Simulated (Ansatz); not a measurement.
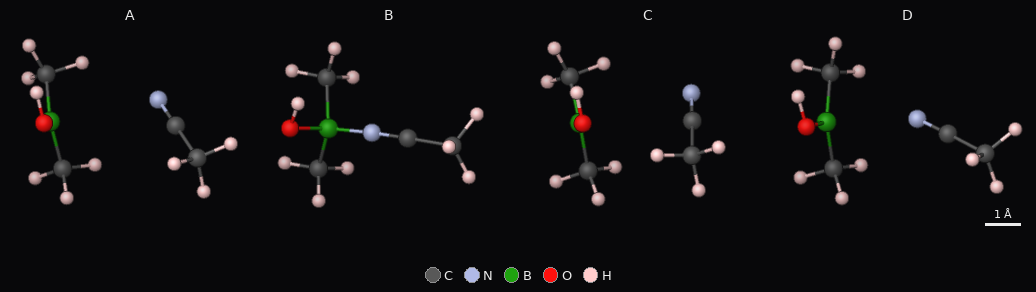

4 geometries from one relaxation of C$_{4}$H$_{10}$BNO (coarse preliminary run), in shuffled order. A ball-and-stick model, seen at a tilt.

The start comes from a force field.

Computed with Ansatz, RKS PBE-D4/def2-SVP. Settings: force threshold 0.03 eV/Å; at most 200 steps.

Order the frames from highest to lowest energy.

B, D, A, C. They are steps 0, 19, 35, 47, at +1.212 eV, +0.161 eV, +0.093 eV relative to the last. The largest move after the best rigid fit is that of the N atom, 2.27 Å. Largest moves by element: N 2.27 Å, H 1.70 Å, C 1.07 Å, O 1.06 Å, B 0.27 Å. Among the contacts that change: B–N 1.402 → 3.346 Å, B–O 1.487 → 1.380 Å, B–C 1.677 → 1.581 Å, C–H 1.189 → 1.108 Å. Bonds break, among them: B–N (1.40 → 3.35 Å). Bond angles that change, for instance: C–B–C 107.2° → 122.5°, C–B–O 107.6° → 121.0°, C–B–O 108.6° → 116.5°. Over 42 accepted moves (47 points after the start) the energy falls by 1.212 eV. The largest force component goes from 4.6 to 0.012 eV/Å. The line search rejected the trial steps at points 6, 11, 14, 27, 32 of the run. The run took 97 s on 4 threads of Arm Neoverse V2, with other jobs on the host.
